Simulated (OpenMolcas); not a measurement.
Fe³⁺ complex: multiconfigurational calculation (part 2 of 2)

The same run, continued: Fe³⁺ with 6 ligands (Cl; octahedron, 2.48 Å), embedded in Cs2NaYCl6 by model potentials and point charges, whose field is part of the energies. Method: state-averaged CASSCF, active space 5 electrons in the shell 3d, basis ANO-RCC-VDZP on the metal and ANO-RCC-VDZP on the ligands, DKH2 scalar Hamiltonian, spin-orbit coupling by RASSI with atomic mean-field integrals (OpenMolcas).

**Output (extracts), continued**
```
--- RASSI ---
SPIN-FREE ENERGIES:
  (Shifted by EMIN (a.u.) =      -4037.9705786754)

 SF State       Relative EMIN(au)   Rel lowest level(eV)    D:o, cm**(-1)

     1             0.0000000000        0.0000000000              0.0000
     2             0.1275531056        3.4708968243          27994.6708
     3             0.1275531056        3.4708968243          27994.6708
     4             0.1275531056        3.4708968243          27994.6708
     5             0.1474332750        4.0118637923          32357.8637
     6             0.1474332750        4.0118637923          32357.8637
     7             0.1474332750        4.0118637923          32357.8637
     8             0.1492158910        4.0603712452          32749.1027
     9             0.1511295739        4.1124452086          33169.1075
    10             0.1511295739        4.1124452086          33169.1075
    26             0.1806307492        4.9152130845          39643.8671
    27             0.1806307492        4.9152130845          39643.8671
    28             0.1806307492        4.9152130845          39643.8671
    11             0.1834958258        4.9931757893          40272.6787
    12             0.1834958258        4.9931757893          40272.6787
    13             0.1834958258        4.9931757893          40272.6787
    14             0.1867403444        5.0814636387          40984.7682
    15             0.1867403444        5.0814636387          40984.7682
    29             0.1951975099        5.3115948374          42840.9015
    30             0.1951975099        5.3115948374          42840.9015
    31             0.1951975099        5.3115948374          42840.9015
    32             0.1989046715        5.4124718427          43654.5295
    17             0.2003489669        5.4517731231          43971.5157
    18             0.2003489669        5.4517731231          43971.5157
    16             0.2003489669        5.4517731231          43971.5157
    33             0.2053452497        5.5877289037          45068.0730
    34             0.2053452497        5.5877289037          45068.0730
    35             0.2053452497        5.5877289037          45068.0730
    36             0.2115280879        5.7559725018          46425.0491
    37             0.2118673787        5.7652050735          46499.5148
    38             0.2118673787        5.7652050735          46499.5148
    39             0.2277601756        6.1976701086          49987.5806
    40             0.2277601756        6.1976701086          49987.5806
    41             0.2277601756        6.1976701086          49987.5806
    42             0.2344437986        6.3795407573          51454.4663
    43             0.2344437986        6.3795407573          51454.4663
    19             0.2386018253        6.4926864263          52367.0476
    44             0.2386934937        6.4951808513          52387.1665
    45             0.2386934937        6.4951808513          52387.1665
    46             0.2386934937        6.4951808513          52387.1665
Eigenvalues of complex Hamiltonian:
   -----------------------------------
  (Shifted by EMIN (a.u.) =      -4037.9705786754)

 SO State       Relative EMIN(au)   Rel lowest level(eV)    D:o, cm**(-1)

     1            -0.0001225784        0.0000000000              0.0000
     2            -0.0001225784        0.0000000000              0.0000
     3            -0.0001225777        0.0000000191              0.0002
     4            -0.0001225777        0.0000000191              0.0002
     5            -0.0001225777        0.0000000191              0.0002
     6            -0.0001225777        0.0000000191              0.0002
     7             0.1270532935        3.4606317733          27911.8776
     8             0.1270532935        3.4606317733          27911.8776
     9             0.1271423409        3.4630548744          27931.4212
    10             0.1271423409        3.4630548744          27931.4212
    11             0.1271423409        3.4630548744          27931.4212
    12             0.1271423409        3.4630548744          27931.4212
    13             0.1275576103        3.4743549312          28022.5624
    14             0.1275576103        3.4743549311          28022.5624
    15             0.1275576103        3.4743549312          28022.5624
    16             0.1275576103        3.4743549311          28022.5624
    17             0.1278772033        3.4830515000          28092.7049
    18             0.1278772033        3.4830515000          28092.7049
    19             0.1467337100        3.9961631871          32231.2298
    20             0.1467337100        3.9961631871          32231.2298
    21             0.1470371050        4.0044189847          32297.8173
    22             0.1470371050        4.0044189846          32297.8173
    23             0.1470371050        4.0044189846          32297.8173
    24             0.1470371050        4.0044189847          32297.8173
    25             0.1475605380        4.0186623222          32412.6975
    26             0.1475605380        4.0186623222          32412.6975
    27             0.1476434284        4.0209178872          32430.8899
    28             0.1476434284        4.0209178872          32430.8899
    29             0.1476434284        4.0209178873          32430.8899
    30             0.1476434284        4.0209178873          32430.8899
    31             0.1490798779        4.0600056683          32746.1541
    32             0.1490798779        4.0600056684          32746.1541
    33             0.1490798779        4.0600056684          32746.1541
    34             0.1490798779        4.0600056683          32746.1541
    35             0.1510027113        4.1123286297          33168.1672
    36             0.1510027113        4.1123286297          33168.1672
    37             0.1510303901        4.1130818083          33174.2420
    38             0.1510303901        4.1130818082          33174.2420
    39             0.1510303901        4.1130818083          33174.2420
    40             0.1510303901        4.1130818082          33174.2420
    41             0.1510774202        4.1143615638          33184.5640
Weights of the five most important spin-orbit-free states for each spin-orbit state.

 SO State  Total energy (au)           Spin-free states, spin, and weights
 -------------------------------------------------------------------------------------------------------
    1        -0.000123       1 2.5  0.9992    2 1.5  0.0001    4 1.5  0.0001    3 1.5  0.0001   18 1.5  0.0001
    2        -0.000123       1 2.5  0.9992    4 1.5  0.0001    2 1.5  0.0001    3 1.5  0.0001   17 1.5  0.0001
    3        -0.000123       1 2.5  0.9992    4 1.5  0.0002   17 1.5  0.0002    3 1.5  0.0001   16 1.5  0.0001
    4        -0.000123       1 2.5  0.9992    3 1.5  0.0002   16 1.5  0.0002    2 1.5  0.0002   18 1.5  0.0001
    5        -0.000123       1 2.5  0.9992    2 1.5  0.0002   18 1.5  0.0002    3 1.5  0.0001   16 1.5  0.0001
    6        -0.000123       1 2.5  0.9992    4 1.5  0.0002   17 1.5  0.0002    2 1.5  0.0001   18 1.5  0.0001
    7         0.127053       3 1.5  0.3315    4 1.5  0.3315    2 1.5  0.3315   28 0.5  0.0009   26 0.5  0.0009
    8         0.127053       3 1.5  0.3315    4 1.5  0.3315    2 1.5  0.3315   28 0.5  0.0009   26 0.5  0.0009
    9         0.127142       3 1.5  0.5530    4 1.5  0.3066    2 1.5  0.1365   28 0.5  0.0006   11 1.5  0.0004
   10         0.127142       3 1.5  0.5533    4 1.5  0.3058    2 1.5  0.1370   28 0.5  0.0006   11 1.5  0.0004
   11         0.127142       2 1.5  0.5275    4 1.5  0.3575    3 1.5  0.1111   27 0.5  0.0006   13 1.5  0.0004
   12         0.127142       2 1.5  0.5271    4 1.5  0.3583    3 1.5  0.1107   27 0.5  0.0006   13 1.5  0.0004
```

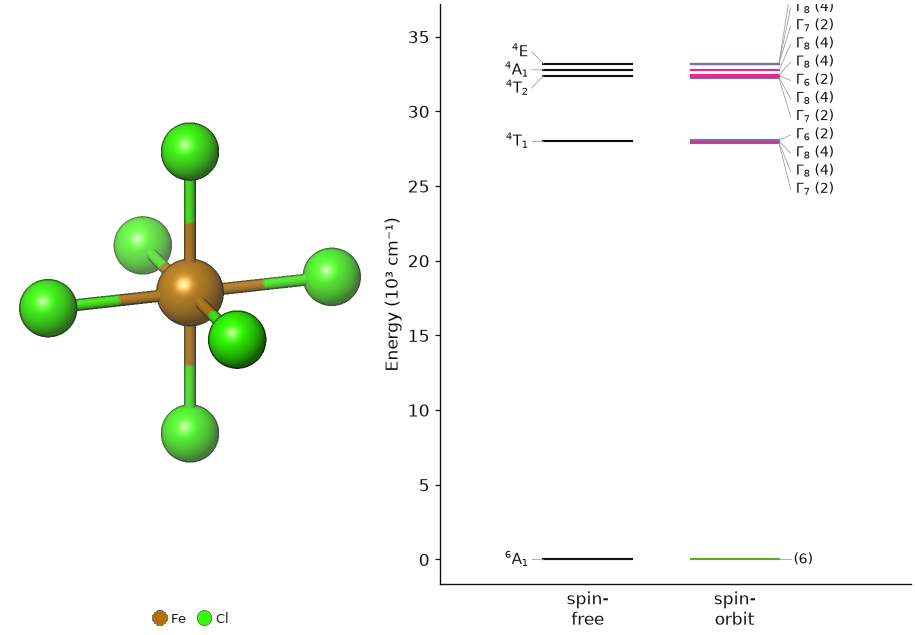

*Fe³⁺ (3d⁵) as a dopant in Cs₂NaYCl₆, a cluster with its 6 nearest Cl⁻ at 2.480 Å (octahedron) embedded in model potentials and point charges; the geometry was set, not optimised, and its levels. Labels give the representation in O, Td, D4 or D3 as the site allows (double group for half-integer spin) where it could be assigned and, in brackets, the degeneracy; spin-free states, where drawn, share the zero of the spin-orbit levels.*

The ground level is 6-fold degenerate, 100 % from states of spin multiplicity 6. The next level lies at 27,900 cm⁻¹ (Γ₇). The lowest spin-free state is ⁶A₁. The active orbitals hold 90 to 98 % metal character (Löwdin), and the Mulliken charge of the metal is +1.15.

**Summary**

```tsv
quantity	value
outcome	converged
energy of the lowest spin-free term	−4037.97058 hartree
energy of the lowest spin-orbit level	−4037.97070 hartree
largest spread among components of a term	0.0 cm⁻¹
wall time	73 s
peak memory	0.18 GiB
```

**Remarks**

Without dynamic correlation the splittings between terms come out too large, often by 20 to 50 %. To bear in mind: small active space favours high spin, ground spin may be wrong; the geometry is set by hand, with no relaxation.
